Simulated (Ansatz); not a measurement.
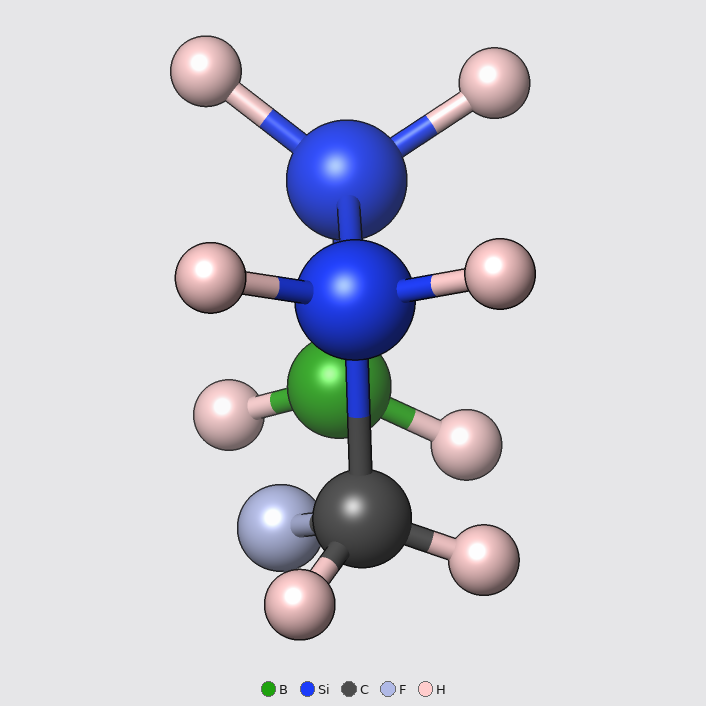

Count the atoms of each element.

Answer. CH₈BFSi₂, 13 atoms: 1 carbon, 8 hydrogen, 1 boron, 1 fluorine and 2 silicon.

Describe its rings.

Answer. It has no ring.

Name some functional groups or characteristic bonds that it holds.

Answer. Among them: C–F bond, Si–H bond, B–H bond.

The parts below concern this one geometry. Atoms keep their numbers from picture to picture. The geometry was computed by an optimisation with PBE0-D4/def2-TZVP. No frequency run is at hand to confirm it as a minimum.

### Symmetry

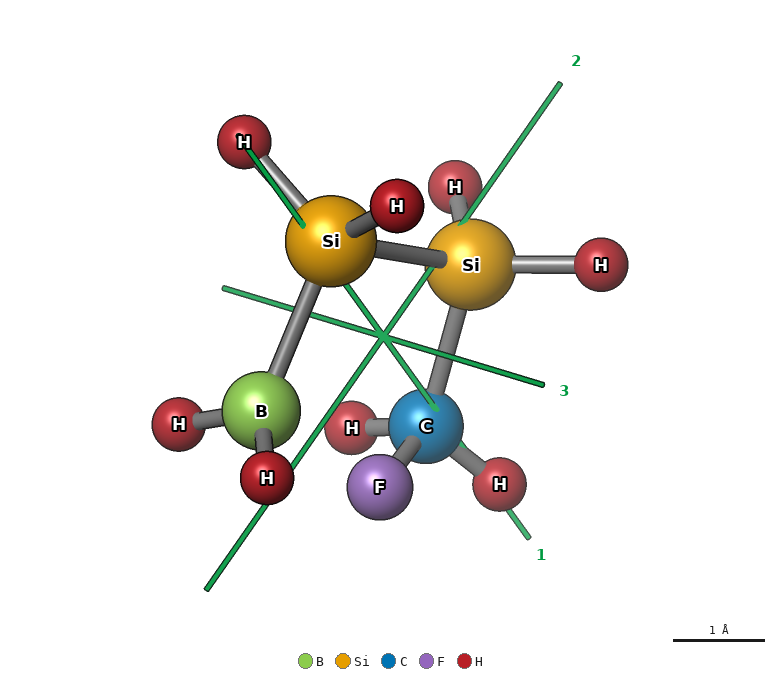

The three principal axes of inertia are drawn and numbered. Distant atoms are faded towards the background colour. No frequency run is at hand to confirm it as a minimum. Masses are those of the most abundant isotopes; constants are for the rigid equilibrium geometry.

Which line is the a axis (least moment of inertia), which b and which c?

Answer. a is line 1, b is line 2, c is line 3; the moments are 148, 167, 290 u Å².

What kind of rotor is it, and what are its rotational constants in cm⁻¹?

Answer. An asymmetric top (C1): A = 0.114, B = 0.101, C = 0.0580 cm⁻¹. Ray's parameter κ is 0.54, nearer the oblate limit.

### Levels of theory compared

No frequency run is at hand to confirm it as a minimum. Program: Ansatz 0.2.0.

At this fixed geometry, give HOMO energy (eV), HOMO–LUMO gap (eV) at these levels: B3LYP-D4/def2-TZVPP; PBE-D4/def2-TZVPP; PBE0-D4/def2-TZVPP; r2SCAN-D4/def2-TZVPP; ωB97M-V/def2-TZVPP; ωB97X-V/def2-TZVPP.

| level | HOMO energy (eV) | HOMO–LUMO gap (eV) |
| --- | --- | --- |
| B3LYP-D4/def2-TZVPP | −7.24 | 6.26 |
| PBE-D4/def2-TZVPP | −6.36 | 4.59 |
| PBE0-D4/def2-TZVPP | −7.43 | 6.63 |
| r2SCAN-D4/def2-TZVPP | −6.58 | 5.15 |
| ωB97M-V/def2-TZVPP | −9.47 | 10.47 |
| ωB97X-V/def2-TZVPP | −9.67 | 10.97 |

### Dipole moment

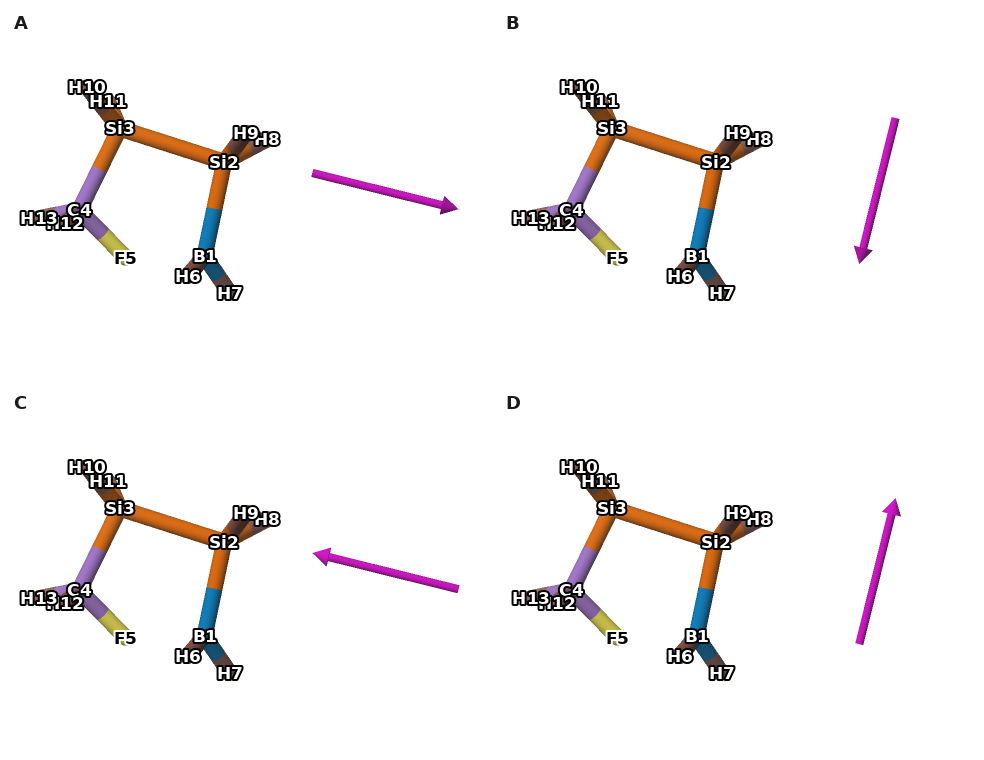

The same molecule four times, each with an arrow. No frequency run is at hand to confirm it as a minimum. Method: RKS PBE-D4/def2-TZVPP (Ansatz 0.2.0).

Which arrow points along the dipole moment, from the negative to the positive end?

Answer. C. The dipole moment is 2.48 D; it points from the side of H7, H8 to the side of H13 (the outermost atoms at the two ends).

### Charges

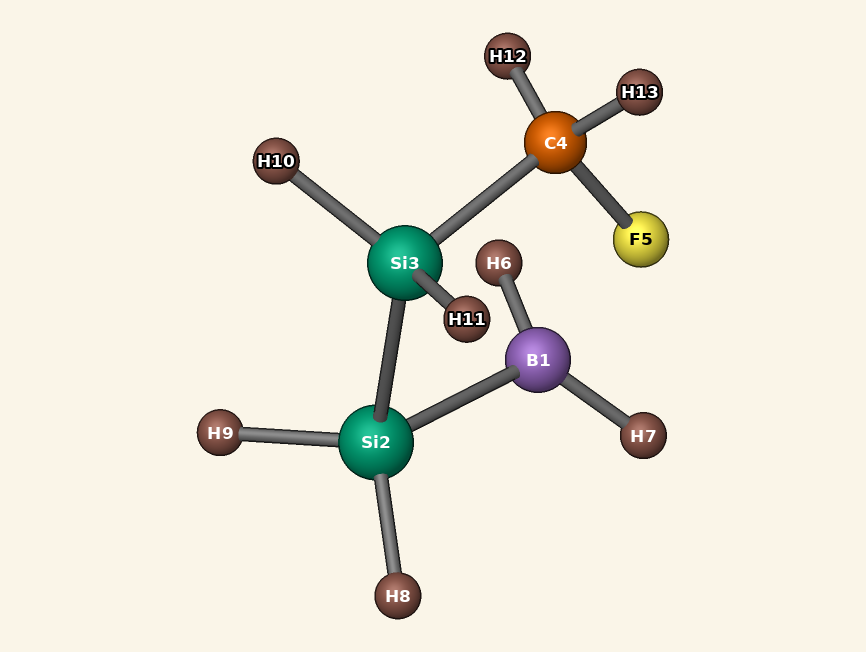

The questions are on Mulliken charges. No frequency run is at hand to confirm it as a minimum. Method: RKS PBE-D4/def2-TZVPP (Ansatz 0.2.0).

Give the Mulliken charges atom by atom.

| atom | value (e) |
| --- | --- |
| B1 | −0.11 |
| Si2 | 0.05 |
| Si3 | 0.12 |
| C4 | −0.08 |
| F5 | −0.08 |
| H6 | 0.03 |
| H7 | 0.03 |
| H8 | −0.06 |
| H9 | −0.05 |
| H10 | −0.05 |
| H11 | −0.05 |
| H12 | 0.12 |
| H13 | 0.12 |

Mulliken values depend strongly on the basis set and can even reverse the polarity of a bond.
